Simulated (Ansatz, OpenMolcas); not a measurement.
## Predicting a hybrid from its neighbours: BH3O3 (boric acid)

BH3O3 has 7 atoms, charge 0, and is taken as a singlet. SMILES: `OB(O)O`. The shape is that of a PBE0-D4/def2-TZVP optimisation. This is a higher conformer, about 20 kJ/mol above the lowest found by a separate search.

The vertical energy of the triplet above the singlet y, in eV, basis def2-SVPD; a is the functional's share of exact exchange. Programs: Ansatz 0.2.0, OpenMolcas 26.06.

```
functional     program     a  y (eV)
      TPSS  OpenMolcas     0    7.17
    r2SCAN      Ansatz     0    7.36
     B3LYP      Ansatz   0.2       ?
      PBE0      Ansatz  0.25    7.57
   r2SCAN0      Ansatz  0.25    7.66
     BHLYP      Ansatz   0.5    7.81
```

Problem. Fit y = c + s·a to the known rows and predict B3LYP.

Solution. 
1. Means of the 5 rows: a = 0.2000, y = 7.514.
2. Σ(Δa)² = 0.175, Σ(Δa·Δy) = 0.1985, so the slope is 0.1985/0.175 = 1.1343.
3. Intercept: 7.514 − (1.1343) × 0.2000 = 7.287. The largest residual of the fit is 0.12.
4. B3LYP: 7.287 + (1.1343) × 0.2 = 7.51 eV.

The run gave 7.49 eV, so the prediction is off by +0.02 eV, within the scatter of the fit. The rows mix families of semi-local functionals, which the line can't see.

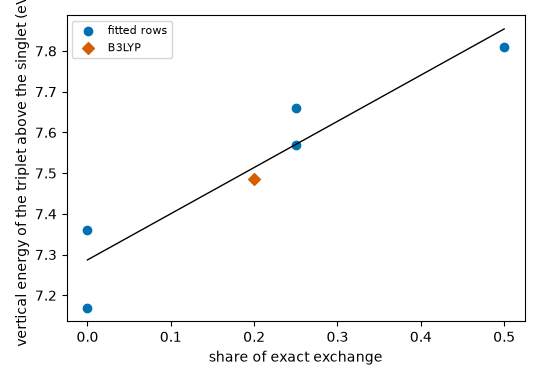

The fitted line, with the withheld row.
